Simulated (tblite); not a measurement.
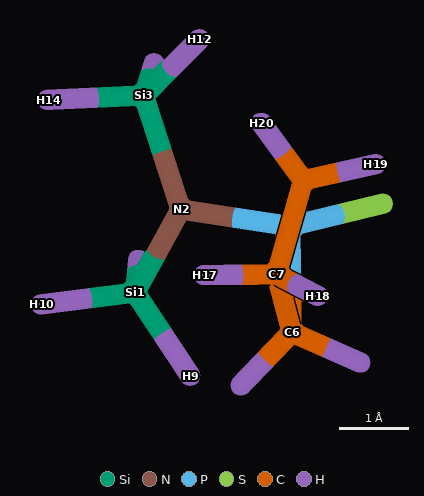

**Figure 1.** The structure as given in the input (stick view, seen at a tilt; atoms are numbered from 1 in the order of the input).

## Run report: C₃H₁₂NPSSi₂, frequency calculation

System: C₃H₁₂NPSSi₂, SMILES [SiH3]N([SiH3])P1(=S)CCC1.
Method: GFN2-xTB harmonic vibrations, gas phase (tblite 0.8.0).

Output:
```
mode    cm-1     km/mol
  1     -40.5      2.30
  2     -26.0      0.79
  3      46.4      1.26
  4      83.1      1.07
  5     117.6      5.18
  6     161.3      2.62
  7     171.7      0.88
  8     197.8      0.07
  9     228.0      6.12
 10     270.5      6.60
 11     271.7      3.51
 12     440.4      5.86
 13     520.5      9.01
 14     563.2     25.02
 15     582.7      7.33
 16     586.2      7.00
 17     615.2    155.80
 18     673.3     10.68
 19     687.4     16.77
 20     693.2      5.16
 21     732.5     49.31
 22     745.4    145.61
 23     761.7     98.49
 24     769.3     45.13
 25     787.7    392.72
 26     803.5    592.16
 27     819.7    236.88
 28     830.7    114.49
 29     898.8     39.03
 30     928.2    314.71
 31     941.2    489.12
 32     977.7     34.41
 33    1003.9     15.43
 34    1035.0      0.06
 35    1125.6      0.01
 36    1165.5     10.38
 37    1191.1      5.62
 38    1206.3      0.08
 39    1274.1      0.06
 40    1419.6      4.57
 41    1421.2      0.74
 42    1479.9      1.41
 43    2271.2     51.20
 44    2280.4     23.56
 45    2285.2    402.00
 46    2290.5    141.70
 47    2291.0    205.76
 48    2295.8    688.11
 49    2962.6      9.29
 50    2965.2      8.22
 51    2989.6     34.24
 52    2997.3     16.29
 53    3002.7     23.77
 54    3009.7     37.53
```

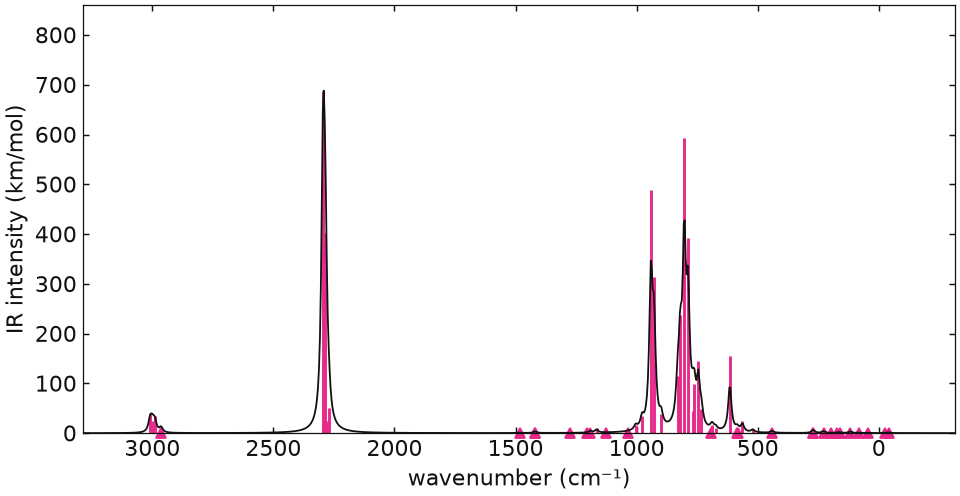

**Figure 2.** Harmonic infrared spectrum, unscaled: sticks (degenerate modes added up, dark ones marked on the axis) with a Lorentzian envelope of 16 cm⁻¹ full width, scaled to the tallest stick; imaginary modes are drawn at negative wavenumbers. 54 modes from 40i to 3010 cm⁻¹, 2 imaginary beyond 8i (40i, 26i cm⁻¹): not a minimum. The strongest line is at 2296 cm⁻¹ (688 km/mol).

The run was set up as follows.

Input file:
```
{"job": {"kind": "ir", "xc": "GFN2-xTB", "basis": "xTB"}, "charge": 0, "multiplicity": 1}
Si     2.043459     1.319772     0.174746
N      1.020553    -0.087694    -0.065866
Si     1.773268    -1.642333    -0.371897
P     -0.446481     0.212431    -0.830799
S     -0.372713     0.605740    -2.723576
C     -1.447000     1.261636     0.340867
C     -2.046084    -0.008207     0.968322
C     -1.684543    -1.001021    -0.148893
H      1.190399     2.504785     0.127793
H      2.620516     1.097416     1.498586
H      3.063584     1.392111    -0.868389
H      0.715916    -2.598712    -0.689046
H      2.717497    -1.550496    -1.483084
H      2.440369    -1.945055     0.891858
H     -0.931475     1.926845     1.030107
H     -2.183371     1.831294    -0.229746
H     -1.521984    -0.262044     1.888915
H     -3.113370     0.056946     1.179883
H     -2.492263    -1.120784    -0.874329
H     -1.351425    -1.981951     0.181511
```

The first line tells a small driver script what to run in tblite; the rest is the geometry in Å.

Command:
```bash
OMP_NUM_THREADS=1 python <driver script> task.json out
```

Summary:

```csv
quantity,value
outcome,converged
total energy,−674.2674 eV
zero-point energy,87.0180 kcal/mol
hardware,"1 CPU thread, shared host"
wall time,0.9 s
peak memory,0.18 GiB
```
